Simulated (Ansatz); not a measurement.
Consider HF···SiH₄ (SMILES F.[SiH4]).

Input file:

```
crystal:
  periodic: [false, false, false]
  atoms:
    - {symbol: F, position_ang: [-0.381899, -0.188933, -2.598017]}
    - {symbol: H, position_ang: [-0.440105, 0.303087, -1.816507]}
    - {symbol: Si, position_ang: [0.172588, -0.038527, 0.893830]}
    - {symbol: H, position_ang: [0.128115, 0.664414, 2.198130]}
    - {symbol: H, position_ang: [-0.666702, -1.258854, 0.929718]}
    - {symbol: H, position_ang: [1.568788, -0.373770, 0.528961]}
    - {symbol: H, position_ang: [-0.380784, 0.892584, -0.136016]}
basis:
  gaussian: {orbitals: "def2-TZVPPD.json"}
hamiltonian: {xc: pbe0, dispersion: d4}
output: {orbitals: {seedname: orbitals}}
```

Launched as:

```sh
ansatz run in.yaml --threads 2 --pin off --events-out ev --progress --plain --max-ram 5222MiB
```

Geometry: PBE0-D4/def2-TZVP.

These are results of RKS PBE0-D4/def2-TZVPPD (Ansatz), not measurements.

Predict the electron density and electron localisation function between the atoms.

H2···H7 (1.78 Å): the density falls to about 0.12 e/Å³ on the way; the ELF dips to about 0.10 between them.
F–H (0.93 Å): ρ is about 4.7 e/Å³ halfway; the ELF climbs to about 1 towards the hydrogen, as it does in any bond to H (an ordinary covalent bond to hydrogen).
Si–H (1.48 Å): the density is about 0.82 e/Å³ at the midpoint; the ELF climbs to about 1 towards the hydrogen.

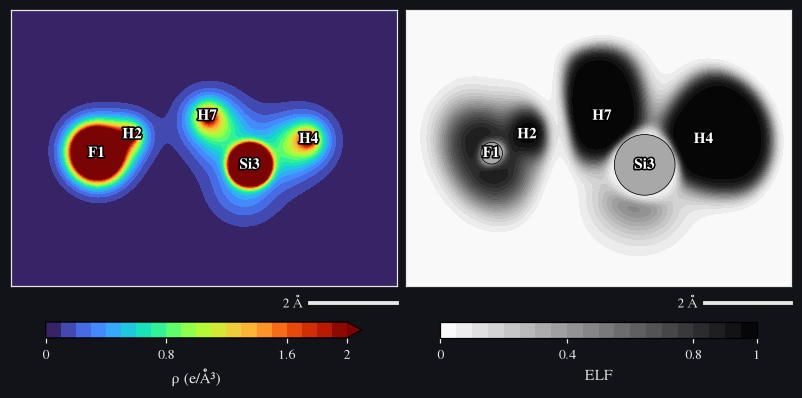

Computed electron density and electron localisation function on the plane of atoms H4, Si3 and H7, in this order. Grey discs cover the atomic cores in the ELF map. 
